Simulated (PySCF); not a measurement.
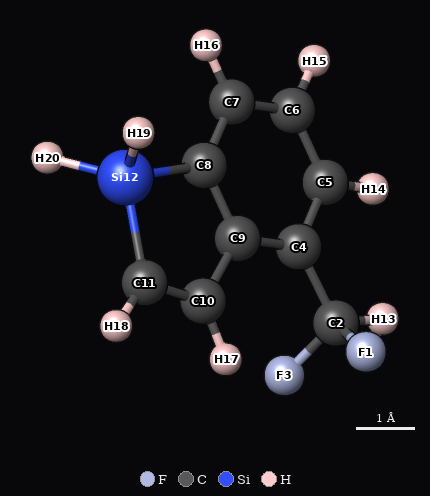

**Figure 1.** The structure (ball-and-stick view, seen at a tilt; atoms are numbered from 1 in the order of the input).

# Excited-state calculation of C9H8F2Si

C9H8F2Si, SMILES FC(F)c1cccc2c1C=C[SiH2]2, computed with TDDFT B3LYP/def2-SVPD, vertical, gas phase, core orbitals frozen in the response (PySCF 2.14.0).

The geometry comes from this level: PBE0-D3(BJ)/def2-SVP. It belongs to a series of runs on one base structure; here: H on C replaced by CHF2.

## The input
```
{"job": {"kind": "uv", "xc": "B3LYP", "basis": "def2-SVPD", "ip": false}, "charge": 0, "multiplicity": 1}
F     -2.173206    -1.697507    -1.460768
C     -2.381210    -0.982043    -0.328736
F     -2.401982    -1.872293     0.693424
C     -1.302843     0.041760    -0.133401
C     -1.651597     1.392997    -0.070386
C     -0.683174     2.377761     0.105455
C      0.660918     2.015195     0.222068
C      1.030234     0.674875     0.163093
C      0.046746    -0.325098    -0.016080
C      0.564700    -1.708895    -0.061023
C      1.897571    -1.877580     0.070315
Si     2.693703    -0.198623     0.274299
H     -3.379268    -0.515317    -0.396866
H     -2.703598     1.677851    -0.162368
H     -0.976215     3.428835     0.151807
H      1.417469     2.792572     0.360250
H     -0.133341    -2.538921    -0.195517
H      2.351055    -2.870644     0.049481
H      3.635192     0.178584    -0.824028
H      3.393277     0.006870     1.579164
```

The first line tells a small driver script what to run in PySCF; the rest is the geometry in Å.

Run on 1 CPU thread, shared host.

Launch command:
```bash
OMP_NUM_THREADS=1 python <driver script> task.json out
```

## What the program printed
```
coarse grid: 18536 points
cycle   1  E = -836.2521907001  dE =  1.812e+00  |g| = 7.476e-01  |ddm| = 1.898e+01
cycle   2  E = -836.1257914334  dE =  1.264e-01  |g| = 1.123e+00  |ddm| = 4.902e+00
cycle   3  E = -836.3621351756  dE = -2.363e-01  |g| = 1.278e-01  |ddm| = 2.528e+00
cycle   4  E = -836.3650428841  dE = -2.908e-03  |g| = 7.154e-02  |ddm| = 7.063e-01
cycle   5  E = -836.3664381180  dE = -1.395e-03  |g| = 1.931e-02  |ddm| = 2.824e-01
cycle   6  E = -836.3665257879  dE = -8.767e-05  |g| = 4.961e-03  |ddm| = 6.975e-02
cycle   7  E = -836.3665316044  dE = -5.816e-06  |g| = 1.250e-03  |ddm| = 1.878e-02
final grid: 178984 points
cycle   8  E = -836.4976875136  dE = -6.454e-05  |g| = 7.033e-03  |ddm| = 5.041e-01
cycle   9  E = -836.4976764199  dE =  1.109e-05  |g| = 1.035e-02  |ddm| = 7.193e-02
cycle  10  E = -836.4976980651  dE = -2.165e-05  |g| = 1.012e-03  |ddm| = 2.967e-02
cycle  11  E = -836.4976982990  dE = -2.339e-07  |g| = 4.250e-04  |ddm| = 5.394e-03
cycle  12  E = -836.4976983466  dE = -4.757e-08  |g| = 1.422e-04  |ddm| = 2.010e-03
cycle  13  E = -836.4976983512  dE = -4.606e-09  |g| = 3.307e-05  |ddm| = 5.720e-04
cycle  14  E = -836.4976983514  dE = -2.483e-10  |g| = 1.345e-05  |ddm| = 1.899e-04
```

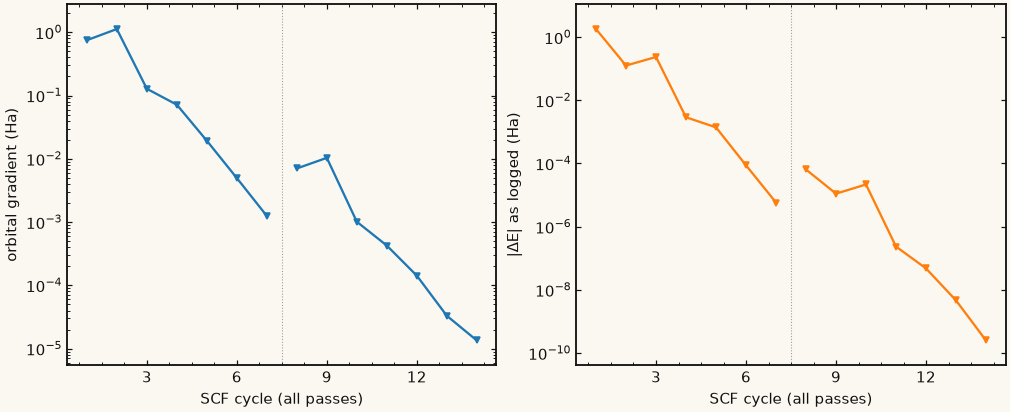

**Figure 2.** Convergence of the self-consistent field: orbital gradient and size of the energy change against the SCF cycle. The dotted line marks the change from a coarse to the final integration grid. The first 7 cycles use a coarse grid, the final grid takes over at cycle 8, and the field converges after 14 cycles in all.

```
converged SCF energy = -836.4976983514

Static polarisability (au): isotropic 132.288, principal 82.455 141.613 172.797

Singlet excitations
state   eV       nm        f      main configurations
  1   4.3027    288.2   0.08664   H->L 0.84, H->L+1 0.12
  2   4.6112    268.9   0.03366   H->L+1 0.45, H-1->L 0.44, H->L 0.09
  3   5.4467    227.6   0.32796   H-1->L 0.49, H->L+1 0.39
  4   5.5486    223.5   0.00021   H-2->L 0.98
  5   6.0067    206.4   0.01356   H-3->L 0.64, H->L+3 0.31
  6   6.0270    205.7   0.00109   H->L+2 0.94
  7   6.1104    202.9   0.22057   H-1->L+1 0.76, H->L+3 0.16
  8   6.1545    201.5   0.00498   H-4->L 0.94
  9   6.2702    197.7   0.00833   H->L+4 0.82, H-2->L+1 0.12
 10   6.2927    197.0   0.00040   H-2->L+1 0.83, H->L+4 0.12

Triplet excitations (Tamm-Dancoff, eV): 2.9757 4.0489 4.2693 4.4436
```

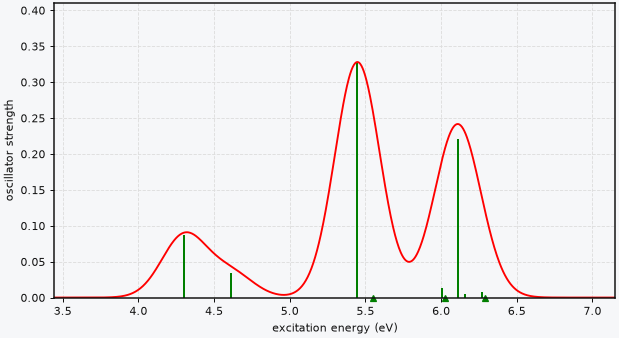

**Figure 3.** Computed excitations as sticks (degenerate states added up, dark ones marked on the axis), with a Gaussian envelope of 0.35 eV full width at half maximum, scaled to the tallest. Of the 10 states the lowest lies at 4.30 eV (f = 0.087); the strongest line is at 5.45 eV, or 228 nm (f = 0.328).

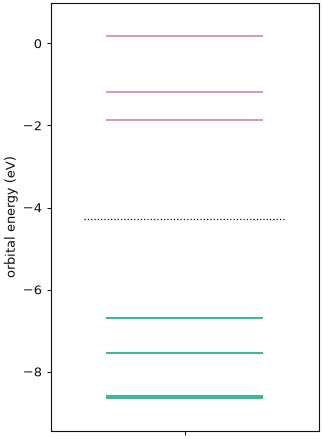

**Figure 4.** Orbital energies near the frontier; the dotted line parts filled from empty levels, and levels within 0.02 eV of each other stand side by side. Highest filled −6.68 eV, lowest empty −1.88 eV, 4.80 eV apart.

## Results in brief

| quantity | value |
| --- | --- |
| outcome | converged |
| total energy | −836.497698 hartree |
| HOMO | −6.68 eV |
| LUMO | −1.88 eV |
| dipole moment | 2.00 D |
| mean polarisability | 132.29 a.u. |
| lowest singlet excitation | 4.30 eV |
| wall time | 2 min |
| peak memory | 1.3 GiB |
